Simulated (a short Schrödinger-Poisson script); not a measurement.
Stack: symmetric double-gate stack, SiO2 on p-type InP, at 300 K.

```csv
layer,material,thickness (nm),Na (cm⁻³)
1,SiO2,1.3,-
2,InP,8,2e17
3,SiO2,1.3,-
```

The device is made up for the run: typed textbook-type constants, with dimensions and the other settings drawn at random. SiO2: permittivity 3.9, conduction-band edge (eV) 3.48, gap (eV) 9, electron mass (mₑ) 0.5. InP: permittivity 12.5, conduction-band edge (eV) 0, gap (eV) 1.344, Nv at 300 K (cm⁻³) 1.1e19.

Channel valleys (confinement mass, in-plane density-of-states mass, number): Γ 0.08, 0.08, 1. At the gates, both at one voltage, the conduction-band edge of layer 1 lies 3.86 eV − eVg above the Fermi level of the channel. Gaps are held at their typed values at every temperature. Mesh 0.03 nm at interfaces.

From a short Schrödinger-Poisson script (our own, NumPy): 1D Poisson equation in equilibrium, electrons quantum, Hartree (BenDaniel-Duke, 12 states a valley, the channel's in-plane mass for all, wave functions free to enter the dielectric), parabolic valleys, classical holes, full ionisation, no traps, pinning or gate leakage.

Only gate voltages with over 1e8 electrons/cm² are shown.

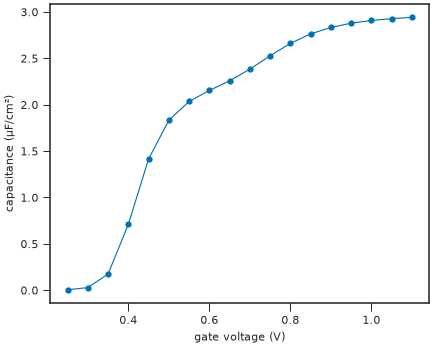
Quasi-static capacitance against gate voltage

| Vg (V) | electrons (cm⁻²) | C (μF/cm²) | Γ E0 (meV) | Γ E1 (meV) |
|---|---|---|---|---|
| 0.25 | 6.59e8 | 0.00416 | 185.7 | 336.0 |
| 0.3 | 4.52e9 | 0.0282 | 135.8 | 286.2 |
| 0.35 | 2.95e10 | 0.174 | 86.9 | 237.2 |
| 0.4 | 1.53e11 | 0.708 | 42.5 | 192.2 |
| 0.45 | 4.87e11 | 1.41 | 7.3 | 155.7 |
| 0.5 | 1.00e12 | 1.83 | -19.9 | 126.4 |
| 0.55 | 1.61e12 | 2.03 | -43.1 | 100.8 |
| 0.6 | 2.26e12 | 2.15 | -64.3 | 77.0 |
| 0.65 | 2.95e12 | 2.26 | -84.3 | 54.4 |
| 0.7 | 3.67e12 | 2.38 | -103.0 | 33.1 |
| 0.75 | 4.44e12 | 2.53 | -120.4 | 13.3 |
| 0.8 | 5.25e12 | 2.66 | -136.3 | -5.1 |
| 0.85 | 6.09e12 | 2.76 | -150.9 | -22.2 |
| 0.9 | 6.97e12 | 2.83 | -164.8 | -38.4 |
| 0.95 | 7.86e12 | 2.88 | -178.1 | -54.0 |
| 1 | 8.76e12 | 2.91 | -191.1 | -69.3 |
| 1.05 | 9.67e12 | 2.93 | -204.0 | -84.4 |
| 1.1 | 1.06e13 | 2.94 | -216.8 | -99.4 |

Subbands count from the Fermi level. The capacitance is that of both gates.

Above a few 1e12 electrons/cm² a light Γ valley is non-parabolic and upper valleys begin to fill, which the model leaves out.
